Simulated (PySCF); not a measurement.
System: Br₂La.

```xyz
3

La    0.0000    0.0000   -0.5353
Br    2.6787    0.0000    0.5165
Br   -2.6787    0.0000    0.5165
```

Core potentials replace the inner electrons of La.

All numbers below come from RKS PBE0, La lcecp-0-SVP with ECP47, Br def2-SVP; non-relativistic Hamiltonian with scalar-relativistic core potentials where named; density fitting (PySCF).

What will maps of the electron density and electron localisation function show?

La–Br (2.88 Å): the density is about 0.28 e/Å³ at the midpoint; the ELF peaks at about 0.80 in the valence shell of Br, 1.0 Å from its nucleus, and is about 0.20 at the midpoint: a largely ionic contact.

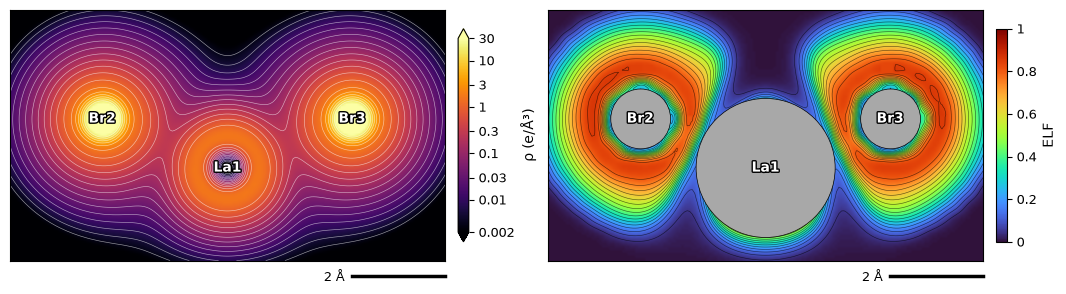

Computed electron density and electron localisation function on the molecular plane, in this order. Grey discs cover the atomic cores in the ELF map. 
